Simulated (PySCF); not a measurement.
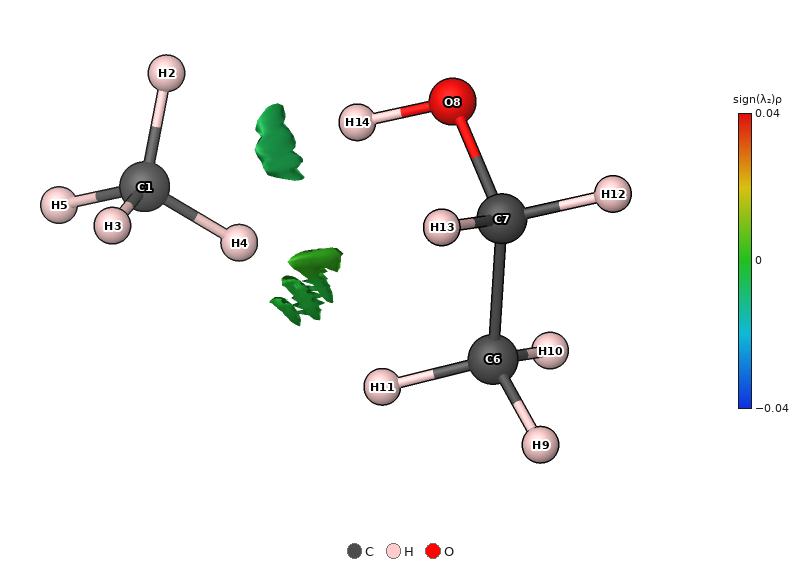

*C$_{3}$H$_{10}$O, SMILES `C.CCO`. Non-covalent interaction surfaces between the fragments (reduced density gradient s = 0.4, coloured by sign(λ₂)ρ in a.u.; trimmed to the region between the fragments where ρ is under 0.06 a.u.). Fragment A: H4C (atoms 1–5); fragment B: H6C2O.*

Computed with PySCF, PBE/def2-SVP, geometry: GFN2-xTB.

Input

```python
import numpy as np
from pyscf import gto, scf, dft
from pyscf.scf import atom_ks, atom_hf
from scipy.linalg import block_diag
from pyscf.dispersion import dftd3

def solve(mol, dm0=None, hcore=None):
    mf = (dft.UKS if mol.spin else dft.RKS)(mol, xc='pbe')
    mf.grids.level = 3
    mf = mf.density_fit(auxbasis='def2-universal-jkfit')
    mf.conv_tol, mf.max_cycle = 1e-8, 80
    if hcore is not None:
        mf.get_hcore = lambda *args: hcore
    mf.kernel(dm0)
    if not mf.converged:
        mf = mf.newton().run(mf.mo_coeff, mf.mo_occ, max_cycle=30)
    assert mf.converged, 'SCF not converged'
    return mf

mol = gto.M(atom='''
C     -2.76301     0.16534    -0.04667
H     -2.74834    -0.89203     0.18611
H     -2.39451     0.32570    -1.05265
H     -2.14774     0.70337     0.66346
H     -3.78026     0.52908     0.01868
C      1.22511     1.15591     0.11577
C      1.50069    -0.29854    -0.25166
O      0.51724    -1.18029     0.23441
H      2.05045     1.78454    -0.20649
H      1.10868     1.25230     1.19270
H      0.31355     1.50575    -0.36654
H      2.43748    -0.63204     0.20082
H      1.59181    -0.39378    -1.34455
H     -0.34578    -0.87676    -0.07141
''', basis='def2-svp', charge=0, spin=0, verbose=4)
mol_a = gto.M(atom='''
C     -2.76301     0.16534    -0.04667
H     -2.74834    -0.89203     0.18611
H     -2.39451     0.32570    -1.05265
H     -2.14774     0.70337     0.66346
H     -3.78026     0.52908     0.01868
ghost-C      1.22511     1.15591     0.11577
ghost-C      1.50069    -0.29854    -0.25166
ghost-O      0.51724    -1.18029     0.23441
ghost-H      2.05045     1.78454    -0.20649
ghost-H      1.10868     1.25230     1.19270
ghost-H      0.31355     1.50575    -0.36654
ghost-H      2.43748    -0.63204     0.20082
ghost-H      1.59181    -0.39378    -1.34455
ghost-H     -0.34578    -0.87676    -0.07141
''', basis='def2-svp', charge=0, spin=0, verbose=4)
mol_b = gto.M(atom='''
ghost-C     -2.76301     0.16534    -0.04667
ghost-H     -2.74834    -0.89203     0.18611
ghost-H     -2.39451     0.32570    -1.05265
ghost-H     -2.14774     0.70337     0.66346
ghost-H     -3.78026     0.52908     0.01868
C      1.22511     1.15591     0.11577
C      1.50069    -0.29854    -0.25166
O      0.51724    -1.18029     0.23441
H      2.05045     1.78454    -0.20649
H      1.10868     1.25230     1.19270
H      0.31355     1.50575    -0.36654
H      2.43748    -0.63204     0.20082
H      1.59181    -0.39378    -1.34455
H     -0.34578    -0.87676    -0.07141
''', basis='def2-svp', charge=0, spin=0, verbose=4)
ab, a, b = solve(mol), solve(mol_a), solve(mol_b)
e_int = ab.e_tot - a.e_tot - b.e_tot
print('counterpoise-corrected interaction energy / kcal/mol', e_int * 627.5095)
def disp(atoms, charge):
    m = gto.M(atom=atoms, charge=charge, basis='sto-3g', spin=None, unit='Bohr', verbose=0)
    return dftd3.DFTD3Dispersion(m, xc='pbe', version='d3bj').get_dispersion()['energy']
e_disp = disp(mol._atom, mol.charge) - disp(mol._atom[:5], mol_a.charge) - disp(mol._atom[5:], mol_b.charge)
print('D3(BJ) part / kcal/mol', e_disp * 627.5095)
# spherically averaged free atoms, for the promolecule
atm = atom_ks.get_atm_nrks(mol, xc='pbe')
pro = block_diag(*[(atm[a[0]][2] * atm[a[0]][3]) @ atm[a[0]][2].T for a in mol._atom])
np.savez('result.npz', e_int=e_int, e_disp=e_disp, dm_a=a.make_rdm1(), dm_b=b.make_rdm1(), c=ab.mo_coeff, occ=ab.mo_occ, eps=ab.mo_energy, pro=pro, d=[f.dip_moment(verbose=0) for f in (ab, a, b)])
```

Command:

```sh
OMP_NUM_THREADS=1 python input.py
```

The run took 34 s on 1 thread of Arm Neoverse V1 (shared host), peak memory 0.44 GiB.

Partitions, critical points and surface values were worked out afterwards from this run's density.

Interpret the surfaces between the fragments.

Answer. Bond critical points between the fragments: C1···H14, O–H···C contact, 2.63 Å, ρ = 0.006 a.u.; H4···H11, H···H contact, 2.79 Å, ρ = 0.003 a.u. All are weak and appear green (van der Waals range). Several contacts close a ring, whose ring point adds a part with positive λ₂ between them. The pose is a local one from a semi-empirical search, not shown to be the most stable.

How strongly are they bound?

Answer. The counterpoise-corrected interaction energy of the frozen fragments is −0.4 kcal/mol without dispersion correction and −1.4 kcal/mol with D3(BJ). The pair geometry is semi-empirical, not a minimum at this level.
